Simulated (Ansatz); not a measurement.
Input

```
crystal:
  periodic: [false, false, false]
  atoms:
    - { symbol: Zr, position_ang: [0.0, 0.0, 0.0] }
    - { symbol: F, position_ang: [0.0, 0.0, 2.33] }
    - { symbol: "N", position_ang: [2.084, 0.0, -0.7359] }
    - { symbol: H, position_ang: [2.5823, -0.918, -0.9166] }
    - { symbol: H, position_ang: [2.5853, 0.918, -0.9082] }
    - { symbol: Cl, position_ang: [-1.1869, 2.0563, -0.8392] }
    - { symbol: Cl, position_ang: [-1.1869, -2.0563, -0.8392] }
    - { symbol: H, position_ang: [-2.0403, 0.0, 0.6779] }
    - { symbol: H, position_ang: [-1.4831, 0.0, 1.7078] }
basis:
  gaussian: { orbitals: def2-SVP }
hamiltonian:
  xc: hf
relax:
  f_tol: 0.15
  max_steps: 25
  restrain:
    - { distance: [0, 7], at: 3.05, k: 30.0 }
    - { distance: [8, 1], at: 2.12, k: 30.0 }
    - { distance: [0, 1], at: 1.98, k: 30.0 }
    - { distance: [8, 7], at: 0.66, k: 30.0 }
output:
  orbitals: {}
```

Command:

```sh
ansatz run input.yaml --threads 2 --pin off --max-ram 3072MiB --backend cpu --events-out ev --progress --plain --runs-dir out
```

The fields are those of the run's last geometry, not of the input's.

Core potentials replace the inner electrons of Zr; not at a stationary point (largest force 1.6 eV/Å).

The calculation used Ansatz, RHF/def2-SVP.

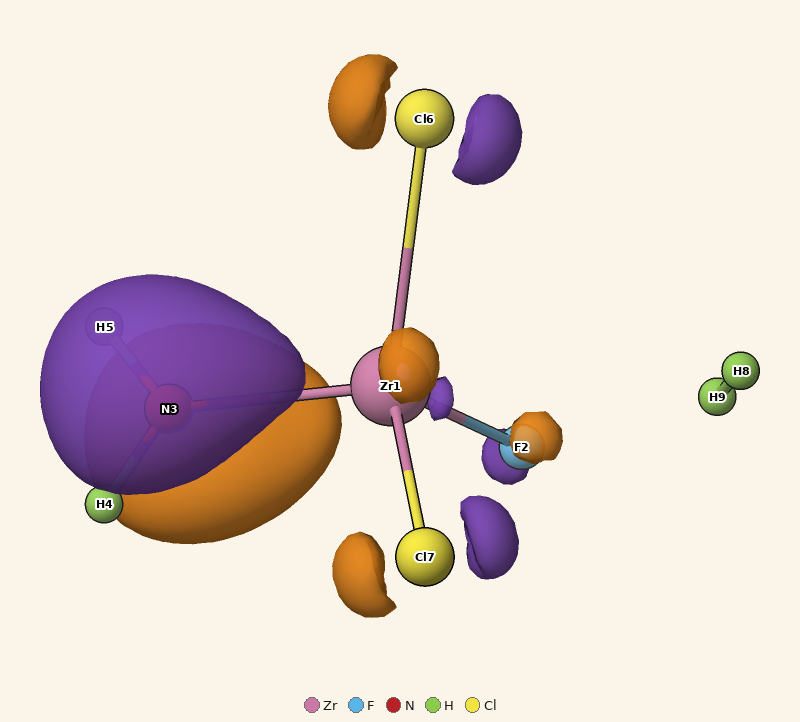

Cl$_{2}$FH$_{2}$NZr···H$_{2}$. The HOMO at ±0.15 Å⁻³ᐟ² (orange and purple are the two phases), seen at a tilt.

### Where does this orbital lie, and at what energy?

It lies mainly on N3 (about 65 %) and Zr1 (about 15 %). Its energy is −11.92 eV.
